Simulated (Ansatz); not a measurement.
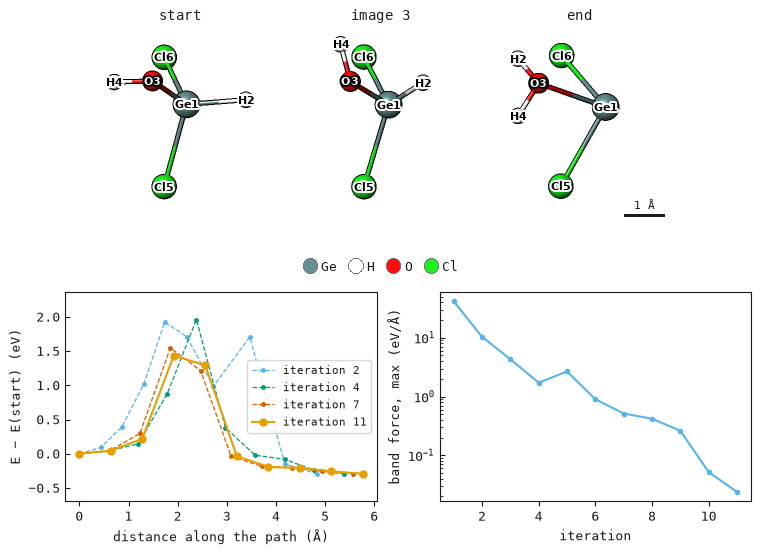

A nudged-elastic-band calculation for GeH2OCl2. Images are numbered from 0 (start) to 9 (end). The plot follows the band through its iterations. Style: ball-and-stick. Shown from a free direction.

Level of theory: Ansatz 0.2.0, RKS BLYP/def2-SVPD. Set-up: 8 movable images; no climbing image; force threshold 0.03 eV/Å; iteration limit 60; starting path through a guess of the saddle point.

Question: How did the profile develop, and is the result final?

Answer: The run is converged, with reservations. The band converged in 11 iterations. The largest component of the band force went from 42 to 0.024 eV/Å. No image climbed, so the highest image needn't lie on the saddle point, and the true maximum along this path can be higher. The first iteration put the highest image at 9.02 eV. The energy climbs by 1.43 eV to image 3 and then falls by 1.73 eV, so the end point sits at −0.29 eV.

The run took 54 s on 4 threads of AMD EPYC 9R45 96-Core Processor (Zen 5) (shared host), peak memory 0.23 GiB.
